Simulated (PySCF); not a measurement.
Molecule: SMILES BC[SiH2]c1cccs1. Atoms near the plane z = 1.2 Å, at the GFN2-xTB optimised geometry (x, y, z in Å): Si3 (-0.5, -1.8, 0.0), C4 (0.7, -0.3, 0.0), C5 (2.0, -0.3, 0.0), C6 (2.6, 1.0, 0.0), C7 (1.7, 1.9, 0.0), S8 (0.1, 1.3, 0.0), H13 (0.3, -3.0, -0.1), H14 (-1.2, -1.8, 1.3), H15 (2.6, -1.2, 0.0), H16 (3.7, 1.1, 0.0), H17 (1.8, 3.0, 0.0).

Level of theory: PySCF with PBE/def2-SVP. The values are rescaled to run from 0 to 1.

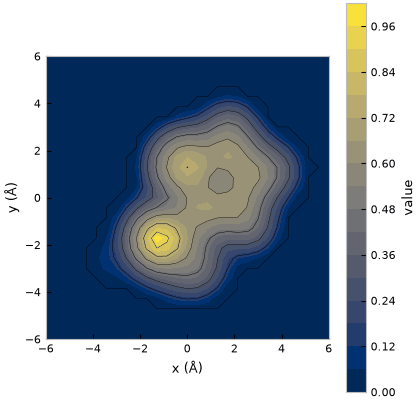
a field on the plane z = 1.2 Å.

Which quantity is mapped?
(A) log10 of the electron density
(B) an orbital amplitude
(C) electrostatic potential
(D) Laplacian of the electron density

A, log10 of the electron density. In full: log10 of the electron density (e/bohr³), floored at −4.
